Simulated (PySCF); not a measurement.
# [Hf2O3]2+: how settings move a single point

Aim: repeat the single point on relaxed [Hf2O3]2+ with altered settings, some of them bad on purpose. It is a constructed species; whether it can be made isn't addressed.

Method: PBE0, Hf def2-SVP with ECP60, O def2-SVP; scalar-relativistic core potentials, no spin–orbit coupling; program: PySCF 2.14.0.

3 further runs of the same task are left out: 2 for a known fault of the program, 1 that didn't finish. Runs told in other sessions of the task aren't counted.

## 1. The system as given

5 atoms, charge 2, spin multiplicity 1.

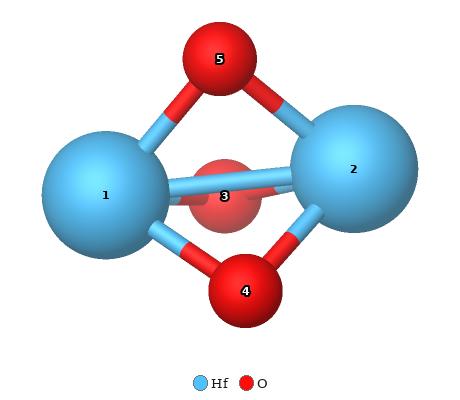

The structure; hafnium blue, oxygen red; atoms are numbered from 1 in the order of the file.

Coordinates:

```xyz
5

Hf    0.0000    0.0000    1.3157
Hf    0.0000    0.0000   -1.3157
O     1.4253    0.0000    0.0000
O    -0.7126    1.2343    0.0000
O    -0.7127   -1.2343    0.0000
```

Formal oxidation states: Hf +4. An earlier session relaxed this geometry at PBE0, Hf def2-SVP with ECP60, O def2-SVP (singlet, point group D3h).

The sound run used a (50, 194) grid (finer on f atoms), a threshold of 1e-8 and at most 55 cycles, and ended at -320.807851 Eh.

## 2. Try 1

File run.py (the lines that set the calculation):

```python
mol = gto.M(atom='''
Hf     0.00000     0.00000     1.31574
Hf     0.00000     0.00000    -1.31574
O      1.42528    -0.00003     0.00000
O     -0.71261     1.23434     0.00000
O     -0.71267    -1.23431     0.00000''',
    basis={'Hf': 'def2-SVP', 'O': 'def2-SVP'},
    ecp={'Hf': 'def2-SVP'},
    charge=2, spin=0)
mf = dft.RKS(mol, xc='PBE0')
mf.grids.atom_grid = (50, 194)
mf = mf.density_fit()  # fitting sets: Hf def2-universal-JKFIT, O def2-universal-JKFIT
mf.conv_tol = 1e-06; mf.max_cycle = 55
mf.kernel(dm0)  # dm0: free metal ions and neutral atoms
```

Launch:

```console
$ OMP_NUM_THREADS=2 python run.py
```

What it wrote:

```text
init E= -330.034054562101
  HOMO = -0.583386836926749  LUMO = -0.473712773044828  gap/eV = 2.98438
cycle= 1 E= -320.391516383758  delta_E= 9.64  |g|= 1.52  |ddm|= 3.47
  HOMO = -0.915053952340612  LUMO = -0.452541956786316  gap/eV = 12.58559
cycle= 2 E= -319.432071463548  delta_E= 0.959  |g|= 2.59  |ddm|= 2.67
  HOMO = -0.652300137473645  LUMO = -0.450880184513304  gap/eV = 5.48092
cycle= 3 E= -320.802549148533  delta_E= -1.37  |g|= 0.165  |ddm|=  1.9
  HOMO = -0.672474401755121  LUMO = -0.455108332678528  gap/eV = 5.91483
cycle= 4 E= -320.807244994381  delta_E= -0.0047  |g|= 0.0563  |ddm|= 0.157
  HOMO = -0.666794311325333  LUMO = -0.450824564344192  gap/eV = 5.87684
cycle= 5 E= -320.807847245365  delta_E= -0.000602  |g|= 0.00425  |ddm|= 0.048
  HOMO = -0.666983865477558  LUMO = -0.451357066488679  gap/eV = 5.86750
cycle= 6 E= -320.807851053381  delta_E= -3.81e-06  |g|= 0.00108  |ddm|= 0.00617
  HOMO = -0.66698762781542  LUMO = -0.451290491529773  gap/eV = 5.86942
cycle= 7 E= -320.807850938165  delta_E= 1.15e-07  |g|= 0.0014  |ddm|= 0.00169
  HOMO = -0.66698548748629  LUMO = -0.451274205471273  gap/eV = 5.86980
cycle= 8 E= -320.807851333381  delta_E= -3.95e-07  |g|= 0.000146  |ddm|= 0.000961
  HOMO = -0.666958718358746  LUMO = -0.451280538289557  gap/eV = 5.86890
Extra cycle  E= -320.807851314848  delta_E= 1.85e-08  |g|= 0.000334  |ddm|= 0.000383
converged SCF energy = -320.807851314848
```

It took 5.2 s on 2 threads of Arm Neoverse V1, shared host.

Changed: the SCF threshold (1e-06). It converges in 8 cycles, at the sound run's energy within 0.001 eV, with a largest force component of 0.02 eV/Å. The result survives the change.

## 3. Try 2

run.py (the lines that set the calculation), as its differences from that of step 2:

```diff
@@ -12,3 +12,3 @@
 mf = mf.density_fit()  # fitting sets: Hf def2-universal-JKFIT, O def2-universal-JKFIT
-mf.conv_tol = 1e-06; mf.max_cycle = 55
-mf.kernel(dm0)  # dm0: free metal ions and neutral atoms
+mf.conv_tol = 1e-08; mf.max_cycle = 55
+mf.kernel(dm0)  # dm0: smeared density
```

Launch:

```console
$ OMP_NUM_THREADS=2 python run.py
```

What it wrote:

```text
init E= -320.77653095971
  HOMO = -0.669268522372015  LUMO = -0.453532187515453  gap/eV = 5.87048
cycle= 1 E= -320.807213415491  delta_E= -0.0307  |g|= 0.0532  |ddm|= 0.0954
  HOMO = -0.656846815570628  LUMO = -0.450947949336065  gap/eV = 5.60279
cycle= 2 E= -320.80421283852  delta_E= 0.003  |g|= 0.133  |ddm|= 0.14
  HOMO = -0.666629175228618  LUMO = -0.451320905008413  gap/eV = 5.85884
cycle= 3 E= -320.807848487629  delta_E= -0.00364  |g|= 0.00354  |ddm|= 0.0937
  HOMO = -0.666936074143692  LUMO = -0.451315051740049  gap/eV = 5.86735
cycle= 4 E= -320.80785101281  delta_E= -2.53e-06  |g|= 0.00123  |ddm|= 0.00341
  HOMO = -0.666955689171491  LUMO = -0.451273586086418  gap/eV = 5.86901
cycle= 5 E= -320.807851110875  delta_E= -9.81e-08  |g|= 0.00105  |ddm|= 0.00145
  HOMO = -0.666970833950881  LUMO = -0.451265428817261  gap/eV = 5.86964
cycle= 6 E= -320.807851333616  delta_E= -2.23e-07  |g|= 0.000135  |ddm|= 0.000764
  HOMO = -0.666982538521708  LUMO = -0.451279762079622  gap/eV = 5.86957
cycle= 7 E= -320.80785133793  delta_E= -4.31e-09  |g|= 1.99e-05  |ddm|= 0.000144
  HOMO = -0.666976908969492  LUMO = -0.451278040163616  gap/eV = 5.86947
Extra cycle  E= -320.807851337682  delta_E= 2.48e-10  |g|= 4.2e-05  |ddm|= 4.41e-05
converged SCF energy = -320.807851337682
```

It took 5.2 s on 2 threads of Arm Neoverse V1, shared host.

Changed: the starting guess (smeared density). It converges in 7 cycles, at the sound run's energy within 0.001 eV, with a largest force component of 0.02 eV/Å. The result survives the change.

## 4. Try 3

File run.py (the lines that set the calculation):

```python
mol = gto.M(atom='''
Hf     0.00000     0.00000     1.38153
Hf     0.00000     0.00000    -1.38153
O      1.49654    -0.00003     0.00000
O     -0.74824     1.29606     0.00000
O     -0.74830    -1.29603     0.00000''',
    basis={'Hf': 'def2-SVP', 'O': 'def2-SVP'},
    ecp={'Hf': 'def2-SVP'},
    charge=2, spin=0)
mf = dft.RKS(mol, xc='PBE0')
mf.grids.atom_grid = (50, 194)
mf = mf.density_fit()  # fitting sets: Hf def2-universal-JKFIT, O def2-universal-JKFIT
mf.conv_tol = 1e-08; mf.max_cycle = 55
mf.kernel(dm0)  # dm0: free metal ions and neutral atoms
```

Launch:

```console
$ OMP_NUM_THREADS=2 python run.py
```

What it wrote:

```text
init E= -329.84419873625
  HOMO = -0.55376820824824  LUMO = -0.4798458658656  gap/eV = 2.01153
cycle= 1 E= -320.180895860188  delta_E= 9.66  |g|= 1.79  |ddm|= 3.46
  HOMO = -0.95774656658894  LUMO = -0.443245475098404  gap/eV = 14.00029
cycle= 2 E= -318.710363126081  delta_E= 1.47  |g|= 3.11  |ddm|= 3.21
  HOMO = -0.636290000799622  LUMO = -0.459486819365489  gap/eV = 4.81106
cycle= 3 E= -320.778220213307  delta_E= -2.07  |g|= 0.148  |ddm|= 2.28
  HOMO = -0.655587043625911  LUMO = -0.465794439361923  gap/eV = 5.16452
cycle= 4 E= -320.781537988221  delta_E= -0.00332  |g|= 0.0644  |ddm|= 0.144
  HOMO = -0.648835656657383  LUMO = -0.460463751319622  gap/eV = 5.12586
cycle= 5 E= -320.782344921504  delta_E= -0.000807  |g|= 0.00348  |ddm|= 0.0535
  HOMO = -0.649335112190585  LUMO = -0.460625234755834  gap/eV = 5.13506
cycle= 6 E= -320.782347190728  delta_E= -2.27e-06  |g|= 0.00187  |ddm|= 0.00411
  HOMO = -0.649318240935603  LUMO = -0.460634377836334  gap/eV = 5.13435
cycle= 7 E= -320.782347738729  delta_E= -5.48e-07  |g|= 0.000955  |ddm|= 0.00168
  HOMO = -0.649289464593636  LUMO = -0.460639008863263  gap/eV = 5.13344
cycle= 8 E= -320.782347931824  delta_E= -1.93e-07  |g|= 7.38e-05  |ddm|= 0.000767
  HOMO = -0.649285746357343  LUMO = -0.460629349969617  gap/eV = 5.13360
cycle= 9 E= -320.782347933073  delta_E= -1.25e-09  |g|= 4.27e-05  |ddm|= 0.000118
  HOMO = -0.64927819600711  LUMO = -0.460632615259803  gap/eV = 5.13331
Extra cycle  E= -320.78234793076  delta_E= 2.31e-09  |g|= 0.000113  |ddm|= 0.000126
converged SCF energy = -320.78234793076
```

Run time: 5.1 s. Hardware: 2 threads of Arm Neoverse V1, shared host.

Changed: the scale of all coordinates (1.05). It converges in 9 cycles, +0.694 eV from the sound run, with a largest force component of 5.03 eV/Å. The setting is unsound, so these numbers aren't the compound's.

## 5. Try 4

File run.py (the lines that set the calculation):

```python
mol = gto.M(atom='''
Hf     0.00000     0.00000     1.31574
Hf     0.00000     0.00000    -1.31574
O      1.42528    -0.00003     0.00000
O     -0.71261     1.23434     0.00000
O     -0.71267    -1.23431     0.00000''',
    basis={'Hf': 'def2-SVP', 'O': 'def2-SVP'},
    ecp={'Hf': 'def2-SVP'},
    charge=2, spin=0)
mf = dft.RKS(mol, xc='PBE0')
mf.grids.atom_grid = (50, 194)
mf = mf.density_fit()  # fitting sets: Hf def2-universal-JKFIT, O def2-universal-JKFIT
mf.conv_tol = 1e-08; mf.max_cycle = 73
mf.kernel(dm0)  # dm0: core Hamiltonian
```

Launch:

```console
$ OMP_NUM_THREADS=2 python run.py
```

What it wrote:

```text
init E= -288.093012608242
  HOMO = -0.364719852754184  LUMO = -0.251723090537289  gap/eV = 3.07480
cycle= 1 E= -258.486393064401  delta_E= 29.6  |g|= 9.85  |ddm|= 22.5
  HOMO = -2.0897681907665  LUMO = -2.01335735179282  gap/eV = 2.07924
cycle= 2 E= -271.838795931228  delta_E= -13.4  |g|= 11.4  |ddm|= 28.2
  HOMO = -1.64367007727529  LUMO = -0.913818817284266  gap/eV = 19.86026
cycle= 3 E= -315.018678308405  delta_E= -43.2  |g|= 5.11  |ddm|= 20.1
  HOMO = -0.946377144109146  LUMO = -0.585795436082247  gap/eV = 9.81193
cycle= 4 E= -319.89643001893  delta_E= -4.88  |g|= 1.94  |ddm|= 2.76
  HOMO = -0.732986837255233  LUMO = -0.489762352407343  gap/eV = 6.61848
cycle= 5 E= -320.702089432501  delta_E= -0.806  |g|= 0.723  |ddm|= 1.72
  HOMO = -0.614698432408314  LUMO = -0.450208670576466  gap/eV = 4.47599
cycle= 6 E= -320.693449922217  delta_E= 0.00864  |g|= 0.746  |ddm|= 1.02
  HOMO = -0.659796486620142  LUMO = -0.443636869879492  gap/eV = 5.88200
cycle= 7 E= -320.807368360866  delta_E= -0.114  |g|= 0.0469  |ddm|= 0.571
  HOMO = -0.666509899123529  LUMO = -0.451858477079018  gap/eV = 5.84096
cycle= 8 E= -320.807826442164  delta_E= -0.000458  |g|= 0.0105  |ddm|= 0.0631
  HOMO = -0.666777221613962  LUMO = -0.451250182736447  gap/eV = 5.86479
cycle= 9 E= -320.807847977396  delta_E= -2.15e-05  |g|= 0.00406  |ddm|= 0.00939
  HOMO = -0.666872614752641  LUMO = -0.45125248510375  gap/eV = 5.86732
cycle= 10 E= -320.807850328297  delta_E= -2.35e-06  |g|= 0.00222  |ddm|= 0.00379
  HOMO = -0.666982713171624  LUMO = -0.451276955444908  gap/eV = 5.86965
cycle= 11 E= -320.807851335752  delta_E= -1.01e-06  |g|= 8.71e-05  |ddm|= 0.0015
  HOMO = -0.66698087032956  LUMO = -0.451278823824266  gap/eV = 5.86955
cycle= 12 E= -320.807851338016  delta_E= -2.26e-09  |g|= 8.57e-06  |ddm|= 0.000105
  HOMO = -0.666979284018012  LUMO = -0.451278609796885  gap/eV = 5.86951
Extra cycle  E= -320.80785133797  delta_E= 4.65e-11  |g|= 1.82e-05  |ddm|= 2.07e-05
converged SCF energy = -320.80785133797
```

It took 5.6 s on 2 threads of Arm Neoverse V1, shared host.

Changed: the starting guess (bare core Hamiltonian); the cycle limit is 73. It converges in 12 cycles, at the sound run's energy within 0.001 eV, with a largest force component of 0.02 eV/Å. The result survives the change.

## 6. Results

| run | changed | ending | energy change (eV) | cycles | time | usable |
| --- | --- | --- | --- | --- | --- | --- |
| 1 | the SCF threshold | converged | 0.000 | 8 | 5.2 s | yes |
| 2 | the starting guess | converged | 0.000 | 7 | 5.2 s | yes |
| 3 | the scale of all coordinates | converged | +0.694 | 9 | 5.1 s | no |
| 4 | the starting guess | converged | 0.000 | 12 | 5.6 s | yes |

3 of 4 altered runs give a usable result. 1 ended normally with numbers unfit to quote.
